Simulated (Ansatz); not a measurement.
**quartet GaClF: levels of theory compared**

We compute a comparison of 6 runs (UB3LYP/6-31G*, UB3LYP/cc-pVTZ, UBLYP/cc-pVTZ, UCCSD/cc-pVTZ, UCCSD(T)/cc-pVTZ) of quartet GaClF. 

The results are computed with Ansatz 0.2.0.

27 further runs of the same task are left out: 27 set aside as unsound or not needed.

### 1 The molecule

GaClF: 3 atoms, total charge 0, spin state quartet. SMILES of the parent species: `[F][Ga][Cl]`. The shape is that of a PBE0-D4/def2-TZVP optimisation. That shape belongs to the parent species and isn't relaxed for this state.

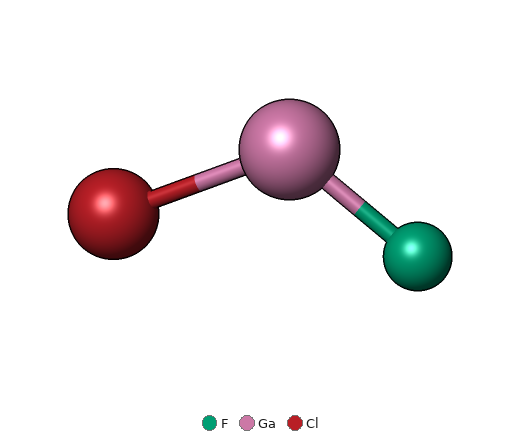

The structure, seen from a chosen angle (fluorine teal, gallium pink, chlorine red).

### 2 The energy at UB3LYP/6-31G(d) (spherical functions) (run 1)

Contents of job.yaml:

```yaml
crystal:
  periodic: [false, false, false]
  atoms:
    - {symbol: F, position_ang: [-1.421100, 0.295900, -0.754800]}
    - {symbol: Ga, position_ang: [0.066400, 0.649600, 0.112200]}
    - {symbol: Cl, position_ang: [1.343900, -1.010300, 0.629300]}
basis:
  gaussian:
    orbitals: 6-31G_st_-spherical.json
magnetization:
  spin_polarized: true
  initial_magnetization: 3
hamiltonian:
  xc: {name: B3LYP}
accuracy: high
output: {orbitals: {seedname: orbitals}}
```

The basis set 6-31G* is read from a file made from the Basis Set Exchange's data (not shown).

The run is started by

```console
$ ansatz run job.yaml --threads 1 --pin off --max-ram 3480MiB --events-out events.jsonl --progress --plain --runs-dir runs
```

Log:

```text
Warning: RAYON_NUM_THREADS=1 ignored (pool sized by the plan → 1); use --threads N
Functional definition: B3LYP
  name "B3LYP"
  parameter a0 = 0.2
  parameter ax = 0.72
  parameter ac = 0.81
  exchange = (1 - a0 - ax)*slater_x + ax*b88_x + a0*exact_x
  correlation = (1 - ac)*vwn_rpa_c + ac*lyp_c
1201 factors; integrals over basis functions are off by at most 4.8e-9 eV
mean field evaluation 1: about -67602.7912 eV, gradient 2.9e1 eV
mean field evaluation 2: about -67557.5963 eV, gradient 1.1e2 eV
mean field evaluation 4: about -67604.1600 eV, gradient 2.1e1 eV
mean field evaluation 8: about -67606.1615 eV, gradient 4.6e-1 eV
mean field evaluation 16: about -67606.2112 eV, gradient 1.7e-3 eV
mean field evaluation 32: about -67606.2153 eV, gradient 3.9e-1 eV
mean field evaluation 64: about -67606.0609 eV, gradient 2.7e0 eV
mean field -67606.25879311 eV, -2484.4841854786 hartree, gradient 1.7e-8 eV, S^2 3.753597; 4 other end points of the search recorded, 0 dependent functions left out
reference -67606.25882456 eV, -2484.4841866345 hartree; 30, 27 occupied and 34, 37 virtual orbitals, 1201 factors
Total energy: -67606.25882456 eV, -2484.4841866345 hartree
```

Wall time 23 s (1 thread of Arm Neoverse V2, shared host); peak memory 0.29 GiB.

### 3 The energy at UB3LYP/6-31G(d) (Cartesian functions) (run 2)

Contents of run.yaml:

```yaml
crystal:
  periodic: [false, false, false]
  atoms:
    - {symbol: F, position_ang: [-1.421100, 0.295900, -0.754800]}
    - {symbol: Ga, position_ang: [0.066400, 0.649600, 0.112200]}
    - {symbol: Cl, position_ang: [1.343900, -1.010300, 0.629300]}
basis:
  gaussian:
    orbitals: "6-31G*"
magnetization:
  spin_polarized: true
  initial_magnetization: 3
hamiltonian:
  xc: {name: B3LYP}
accuracy: high
output: {orbitals: {seedname: orbitals}}
```

The run is started by

```console
$ ansatz run run.yaml --threads 1 --pin off --max-ram 3480MiB --events-out events.jsonl --progress --plain --runs-dir runs
```

Log:

```text
Warning: RAYON_NUM_THREADS=1 ignored (pool sized by the plan → 1); use --threads N
Functional definition: B3LYP
  name "B3LYP"
  parameter a0 = 0.2
  parameter ax = 0.72
  parameter ac = 0.81
  exchange = (1 - a0 - ax)*slater_x + ax*b88_x + a0*exact_x
  correlation = (1 - ac)*vwn_rpa_c + ac*lyp_c
1228 factors; integrals over basis functions are off by at most 3.7e-9 eV
mean field evaluation 1: about -67603.0658 eV, gradient 2.9e1 eV
mean field evaluation 2: about -67558.1594 eV, gradient 1.1e2 eV
mean field evaluation 4: about -67604.4689 eV, gradient 2.1e1 eV
mean field evaluation 8: about -67606.4252 eV, gradient 4.6e-1 eV
mean field evaluation 16: about -67606.4569 eV, gradient 1.0e-3 eV
mean field evaluation 32: about -67606.4610 eV, gradient 4.0e-1 eV
mean field evaluation 64: about -67606.3050 eV, gradient 2.8e0 eV
mean field -67606.50522211 eV, -2484.4932415776 hartree, gradient 1.2e-8 eV, S^2 3.753598; 4 other end points of the search recorded, 0 dependent functions left out
reference -67606.50525359 eV, -2484.4932427344 hartree; 30, 27 occupied and 39, 42 virtual orbitals, 1228 factors
Total energy: -67606.50525359 eV, -2484.4932427344 hartree
```

Wall time 24 s (1 thread of Arm Neoverse V2, shared host); peak memory 0.31 GiB.

Runs 3 to 5 aren't shown in full; the table further down has their settings and results.

### 4 A single-point energy at UCCSD(T)/cc-pVTZ (run 6)

Contents of input.yaml:

```yaml
crystal:
  periodic: [false, false, false]
  atoms:
    - symbol: F
      position_ang: [-1.421100, 0.295900, -0.754800]
    - symbol: Ga
      position_ang: [0.066400, 0.649600, 0.112200]
    - symbol: Cl
      position_ang: [1.343900, -1.010300, 0.629300]
basis:
  gaussian: {orbitals: cc-pVTZ}
magnetization: {spin_polarized: true, initial_magnetization: 3}
correlation: {method: ccsd_t, frozen_orbitals: {Cl: 5, F: 1, Ga: 9}}
scf: {omitted_lower_state_checks: [cluster_reference, increment]}
accuracy: high
```

The run is started by

```console
$ ansatz run input.yaml --threads 1 --pin off --max-ram 3480MiB --events-out events.jsonl --progress --plain --runs-dir runs
```

Log:

```text
Warning: RAYON_NUM_THREADS=1 ignored (pool sized by the plan → 1); use --threads N
Functional definition: HF
  name "HF"
  exchange = exact_x
  correlation = 0
these checks for a lower state are left out or cut short: cluster_reference, increment
1591 factors; integrals over basis functions are off by at most 4.3e-9 eV
mean field evaluation 1: about -67539.2957 eV, gradient 2.4e1 eV
mean field evaluation 2: about -67539.4334 eV, gradient 2.5e1 eV
mean field evaluation 4: about -67542.8259 eV, gradient 3.5e0 eV
mean field evaluation 8: about -67543.0397 eV, gradient 7.9e-1 eV
mean field evaluation 16: about -67543.0591 eV, gradient 1.4e-8 eV
mean field evaluation 32: about -67543.1647 eV, gradient 6.4e-1 eV
mean field evaluation 64: about -67543.0591 eV, gradient 2.6e-8 eV
mean field evaluation 96: about -67540.8110 eV, gradient 2.7e-7 eV
mean field evaluation 128: about -67543.0600 eV, gradient 7.1e-2 eV
mean field evaluation 160: about -67543.1690 eV, gradient 9.0e-2 eV
mean field evaluation 192: about -67543.0591 eV, gradient 1.4e-3 eV
mean field evaluation 224: about -67542.8305 eV, gradient 1.5e0 eV
mean field evaluation 256: about -67543.0591 eV, gradient 2.9e-7 eV
mean field -67543.17334941 eV, -2482.1658381834 hartree, gradient 1.1e-8 eV, S^2 3.763132; 14 other end points of the search recorded, 0 dependent functions left out
15 core orbitals not correlated: weight in the atoms' cores, before any rotation towards them, 1.000 or more for the frozen orbitals, at most 0.000 for the correlated occupied ones
reference -67543.17334941 eV, -2482.1658381834 hartree; 15, 12 occupied and 77, 80 virtual orbitals, 1591 factors
second order -14.43113916 eV of doubles, -0.00000000 eV of singles
cycle   1  -14.52439192 eV  change   -9.3e-2 eV  update   9.8e-2
cycle   2  -14.92466345 eV  change   -4.0e-1 eV  update   3.2e-2
cycle   3  -15.03059226 eV  change   -1.1e-1 eV  update   2.0e-2
cycle   4  -15.02941146 eV  change    1.2e-3 eV  update   6.5e-3
cycle   5  -15.02565235 eV  change    3.8e-3 eV  update   5.1e-3
cycle   6  -15.02697290 eV  change   -1.3e-3 eV  update   2.7e-3
cycle   7  -15.02774121 eV  change   -7.7e-4 eV  update   2.1e-3
cycle   8  -15.02754059 eV  change    2.0e-4 eV  update   1.2e-3
cycle   9  -15.02789108 eV  change   -3.5e-4 eV  update   7.0e-4
cycle  10  -15.02788379 eV  change    7.3e-6 eV  update   2.7e-4
cycle  11  -15.02776173 eV  change    1.2e-4 eV  update   1.3e-4
cycle  12  -15.02785981 eV  change   -9.8e-5 eV  update   5.3e-5
cycle  13  -15.02784906 eV  change    1.1e-5 eV  update   2.1e-5
cycle  14  -15.02786323 eV  change   -1.4e-5 eV  update   9.8e-6
cycle  15  -15.02787247 eV  change   -9.2e-6 eV  update   4.7e-6
cycle  16  -15.02787128 eV  change    1.2e-6 eV  update   2.4e-6
cycle  17  -15.02787140 eV  change   -1.2e-7 eV  update   1.2e-6
cycle  18  -15.02787118 eV  change    2.1e-7 eV  update   5.6e-7
cycle  19  -15.02787102 eV  change    1.6e-7 eV  update   3.1e-7
cycle  20  -15.02787107 eV  change   -4.3e-8 eV  update   1.4e-7
cycle  21  -15.02787112 eV  change   -5.2e-8 eV  update   8.8e-8
cycle  22  -15.02787114 eV  change   -1.5e-8 eV  update   3.5e-8
cycle  23  -15.02787096 eV  change    1.7e-7 eV  update   7.4e-8
cycle  24  -15.02787098 eV  change   -1.2e-8 eV  update   2.0e-8
cycle  25  -15.02787097 eV  change    3.3e-9 eV  update   8.2e-9
cycle  26  -15.02787097 eV  change   9.5e-11 eV  update   3.8e-9
cycle  27  -15.02787097 eV  change  -6.3e-10 eV  update   1.7e-9
perturbative correction -0.57769077 eV, -0.0212297444 hartree
Total energy: -67558.77891115 eV, -2482.7393319999 hartree
Checks for a lower state left out: cluster_reference, increment
```

Wall time 90 s (1 thread of Arm Neoverse V2, shared host); peak memory 1 GiB.

### 5 All runs side by side

```tsv
run	level	Cartesian functions	frozen core orbitals	energy (Eh)	HOMO energy (eV)	⟨S²⟩	wall time
1	UB3LYP/6-31G* (spherical functions)	no	–	-2484.484187	-3.33	3.754	23 s
2	UB3LYP/6-31G* (Cartesian functions)	yes	–	-2484.493243	-3.32	3.754	24 s
3	UB3LYP/cc-pVTZ	no	–	-2484.887976	-3.41	3.755	72 s
4	UBLYP/cc-pVTZ	no	–	-2484.896385	-2.53	3.753	67 s
5	UCCSD/cc-pVTZ	no	15	-2482.718102	–	3.763	76 s
6	UCCSD(T)/cc-pVTZ	no	15	-2482.739332	–	3.763	90 s
```

### 6 Results

```
                                           quantity           value
                                run 6: total energy  -2482.73933 Eh
run 6: correlation energy (15 core orbitals frozen)      -573.5 mEh
                              run 6: (T) correction      -21.23 mEh
           run 6: ⟨S²⟩ of the reference determinant           3.763
                               run 6: T1 diagnostic           0.015
```

**Reading.** Totals of different functionals can't be ranked against each other. All runs together took 5.9 min, the longest 90 s.
